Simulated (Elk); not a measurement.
Band structure of Zr3Au (Pm-3n, 8 atoms in the cell).

```
CELL_PARAMETERS angstrom
      5.54605     0.00000     0.00000
      0.00000     5.54605     0.00000
      0.00000     0.00000     5.54605
ATOMIC_POSITIONS crystal
  Zr 0.50000 0.25000 0.00000
  Zr 0.50000 0.75000 0.00000
  Zr 0.25000 0.00000 0.50000
  Zr 0.75000 0.00000 0.50000
  Zr 0.00000 0.50000 0.25000
  Zr 0.00000 0.50000 0.75000
  Au 0.50000 0.50000 0.50000
  Au 0.00000 0.00000 0.00000
```

Computed with PBEsol, all-electron FP-LAPW, Elk's shipped species files, default APW+lo basis run with Elk.

Settings: xctype = 22; swidth = 0.00367493 Ha; ngridk = 5 5 5; rmtscf = 0.95; maxscl = 100.

The starting cell comes from a database of computed structures (which also holds hypothetical and non-ambient phases and stackings), without a prior relaxation at this level. Its lattice was rescaled by a random factor within 2.5 % of one. Spin-orbit coupling is off. Values depend on the basis (sphere radii, cutoffs, local orbitals), which need not be converged.

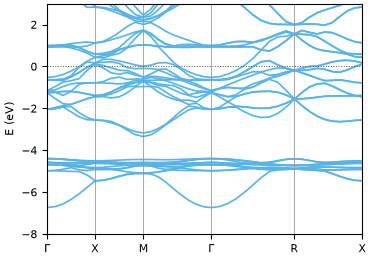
Bands along the path, energies from the Fermi level.

Levels in eV from the Fermi level, bands 64 to 71:
```json
[
 {"point": "Γ", "64": "-1.15", "65": "-1.15", "66": "-0.63", "67": "-0.63", "68": "-0.63", "69": "-0.53", "70": "0.92", "71": "0.92"},
 {"point": "X", "64": "-0.79", "65": "0.11", "66": "0.11", "67": "0.17", "68": "0.17", "69": "0.43", "70": "0.43", "71": "0.59"},
 {"point": "M", "64": "-0.60", "65": "-0.51", "66": "-0.51", "67": "-0.09", "68": "0.01", "69": "1.04", "70": "1.04", "71": "1.71"},
 {"point": "R", "64": "-0.19", "65": "-0.19", "66": "-0.19", "67": "-0.19", "68": "-0.19", "69": "1.55", "70": "1.55", "71": "1.55"}
]
```

Bands cross the Fermi level along this path, so the cell is metallic at this level.
